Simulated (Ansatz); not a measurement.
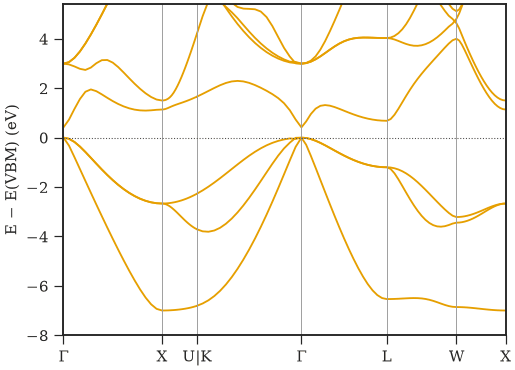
Figure: Band structure from the program Ansatz at the r²SCAN level (PAW)

Q: Read off the gap and where the band edges lie.

A: About 0.4 eV (0.42 eV by a search for the band edges); maximum at Γ, minimum at Γ.

Q: Which of these materials gives this?
A. SrTe, rock salt
B. GaSb, zinc blende
C. BAs, zinc blende

A: B, GaSb, zinc blende

Space group F-43m (zinc blende). The r²SCAN relaxation kept the symmetry of its start. Spin–orbit coupling is left out wherever it is not named.

Potentials: the later of the program's two PAW sets.
